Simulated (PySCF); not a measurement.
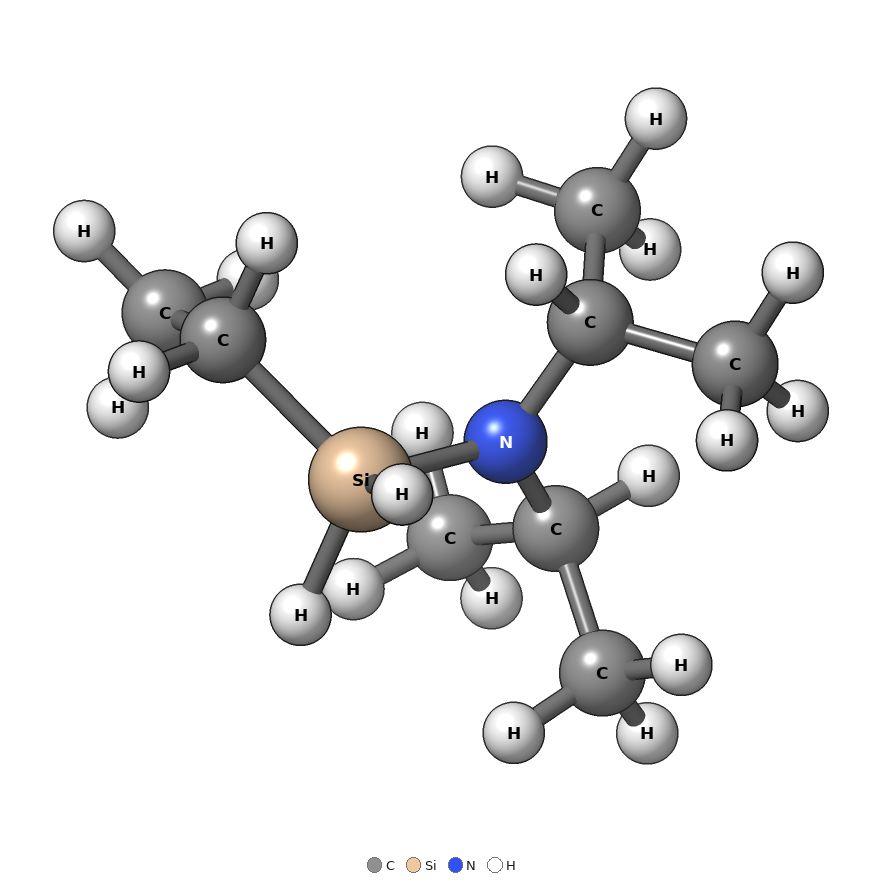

The geometry was computed by an optimisation with PBE0-D3(BJ)/def2-SVP. No frequency run is at hand to confirm it as a minimum. Method: PBE0/pcSseg-1, gas phase (PySCF 2.14.0).

What does the calculation give?

The species is C₈H₂₁NSi (`CC[SiH2]N(C(C)C)C(C)C`).
- dipole moment: 0.98 D
- HOMO energy (Kohn–Sham orbital): −6.04 eV
- LUMO energy (Kohn–Sham orbital): 1.08 eV
- HOMO–LUMO gap: 7.12 eV
